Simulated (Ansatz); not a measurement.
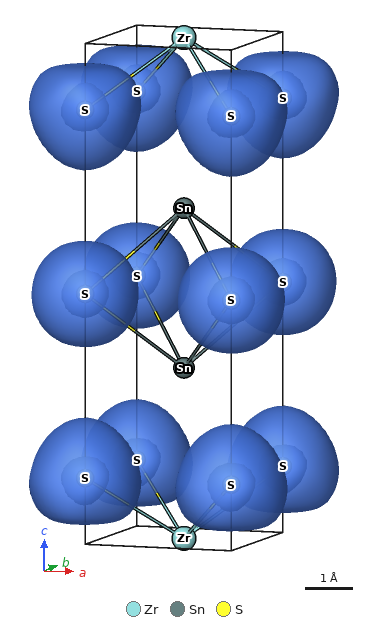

Figure. ZrSn$_{2}$S$_{3}$. Isosurface of the ELF at 0.65 (blue), seen slightly off an axis. Only the valence region is drawn (cores and ρ < 0.01 e/Å³ removed). Sticks mark near contacts.

Space group P4/mmm; a structure generated by program, which may or may not match a known phase.

These are results of DFT PBE, scalar-relativistic, plane waves, PAW in Ansatz 0.2.0, not measurements.

Core electrons are frozen (PAW), and the valence fields are smoothed inside the atomic spheres.

What do the ELF domains correspond to?

Answer. The surface consists of three regions wrapped around S (the valence shell of each), counted in one cell of 6 atoms. Any copies at cell faces, edges or corners count once.

Values along the shortest contacts:
Zr–S (2.78 Å): the ELF peaks at about 0.85 in the valence shell of S, 0.8 Å from its nucleus, and is about 0.30 at the midpoint. Sn–S (2.94 Å): the ELF peaks at about 0.85 in the valence shell of S, 0.8 Å from its nucleus, and drops to about 0.25 between the two atoms.
